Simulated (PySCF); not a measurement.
**NaCd (charge −1): density, localisation and related maps**

```xyz
2

Na    0.0000    0.0000   -3.1876
Cd    0.0000    0.0000    0.6434
```

Core potentials replace the inner electrons of Cd.

Theory: PBE0/def2-SVPD, non-relativistic Hamiltonian with scalar-relativistic core potentials where named, at a bond length of 3.831 Å in PySCF.

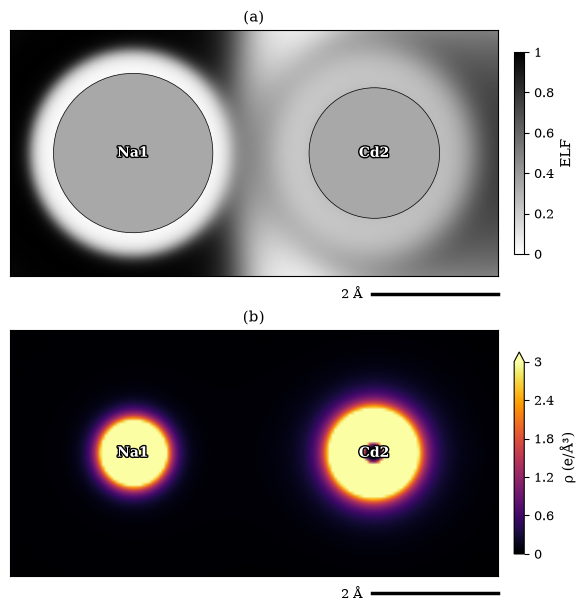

Figure 1. (a) electron localisation function; (b) electron density on a plane that holds the molecular axis. Grey discs cover the atomic cores in the ELF map.

**Interpret the plot.**

- The section cuts through Na and Cd sites.
- Na–Cd (3.83 Å): the density is about 0.05 e/Å³ at the midpoint, with its minimum of 0.04 e/Å³ about 1.5 Å from Na; the ELF is about 0.45 at the midpoint.

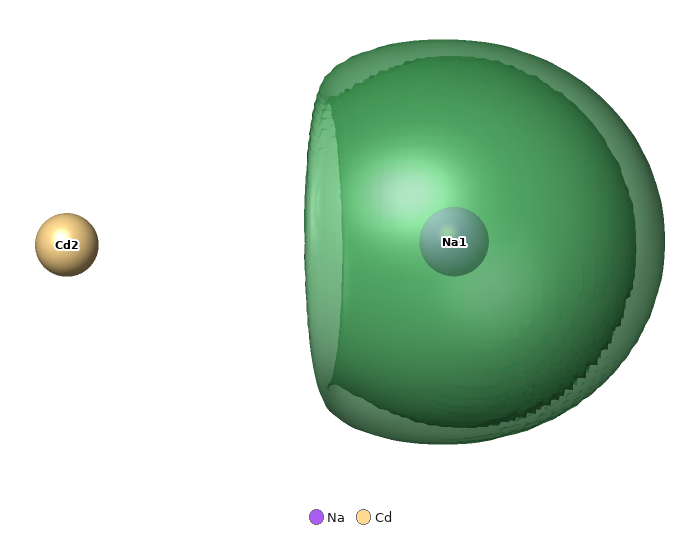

Figure 2. Isosurface of the electron localisation function at 0.8 (green), seen from one side. Core shells and regions of very low density are left out.

**Describe the localisation domains.**

The ELF exceeds this value in one region wrapped around Na (its valence shell).
